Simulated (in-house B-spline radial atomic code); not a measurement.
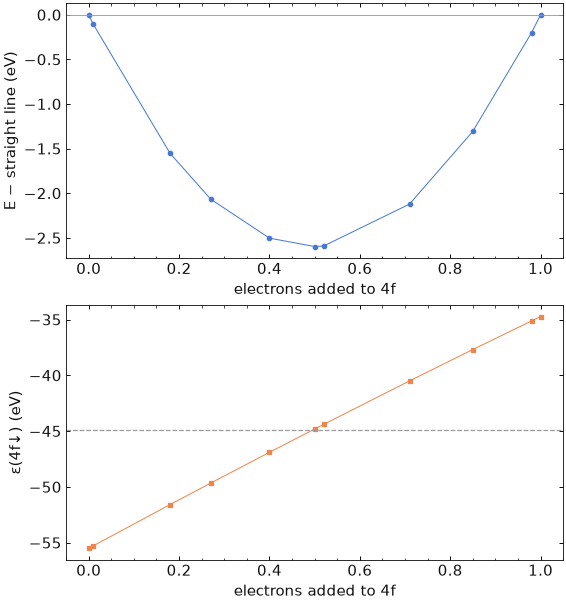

Method: scalar-relativistic (spin-free one-electron X2C) exchange-only LDA (Slater), spin-polarised, spherical fractional occupations, Fermi nucleus, basis-set limit; computed with an in-house B-spline radial code. The occupation of the 4f shell is varied from Lu⁴⁺ ([Xe] 4f13 (high spin)) to Lu³⁺ ([Xe] 4f14), with spherical fractional occupations. The plot shows the total energy less the straight line between the end points, and the eigenvalue of 4f↓ (the dashed line is minus the energy to take the whole electron out).

**Is the energy convex or concave in the occupation, and by how much?**

The curve is convex (below the straight line), with the largest deviation among the points computed, −2.60 eV, at 0.5. The end points differ by 44.9 eV, the energy to take the electron out. The eigenvalue, which is the slope of the energy (Janak's theorem), moves from −55.5 eV at 0 to −34.7 eV at 1; for a straight line it would stay constant, and a parabola would sag by an eighth of this change, scaled to a whole electron, 2.60 eV. Convexity is the mark of the delocalisation error, which puts fractional charges too low; for p, d and f shells the spherical spreading of the fraction adds to it.
